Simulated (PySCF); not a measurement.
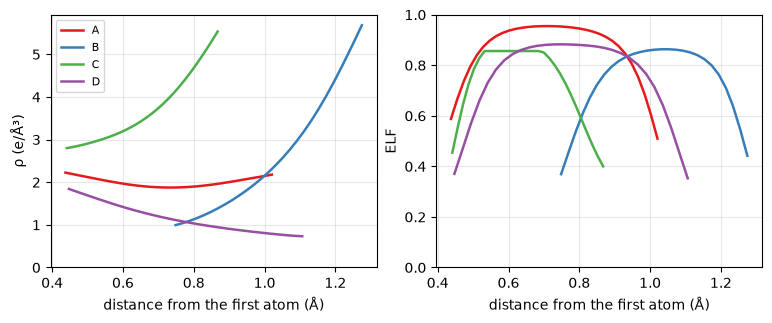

Figure 1: C4H10O2Si2. Electron density and ELF along straight lines between neighbouring atoms. The curves leave out the atomic cores.

Geometry: GFN2-xTB.

These are results of PBE0/pcSseg-1, SCF density, gas phase, non-relativistic in PySCF 2.14.0, not measurements.

```tsv
atom	x (Å)	y (Å)	z (Å)
C	-3.0113	0.5242	-0.7047
C	-1.7809	0.2510	0.1301
O	-1.7554	0.4321	1.3337
C	-0.6349	-0.2888	-0.5923
Si	0.1487	-1.8325	0.2516
C	0.7406	-0.0566	0.0491
O	1.7503	0.2328	-0.8486
Si	3.2463	0.7906	-0.5829
H	-3.8483	0.7859	-0.0633
H	-2.8089	1.3506	-1.3836
H	-3.2605	-0.3523	-1.2987
H	-0.6619	-0.2248	-1.6718
H	0.6833	-2.8084	-0.6785
H	-0.4699	-2.2194	1.4991
H	0.7111	0.6130	0.9054
H	3.6823	0.9202	-1.9635
H	4.0422	-0.1693	0.1909
H	3.2184	2.0579	0.1518
```

**Which curve belongs to which contact (C–C, C–O, C–Si and Si–O)? The first atom named is at distance zero.**

Curve A: C–C (1.46 Å): the density is about 1.9 e/Å³ at the midpoint; the ELF peaks at about 0.95 between the atoms; a covalent bond. Curve B: Si–O (1.62 Å): ρ at the midpoint is about 1.2 e/Å³; the ELF peaks at about 0.85 between the atoms; a short, strongly polar bond. Curve C: C–O (1.22 Å): ρ at the midpoint is about 3.2 e/Å³; the ELF peaks at about 0.85 between the atoms; a multiple bond. Curve D: C–Si (1.88 Å): ρ at the midpoint is about 0.86 e/Å³; the ELF peaks at about 0.90 between the atoms (a shared electron pair).
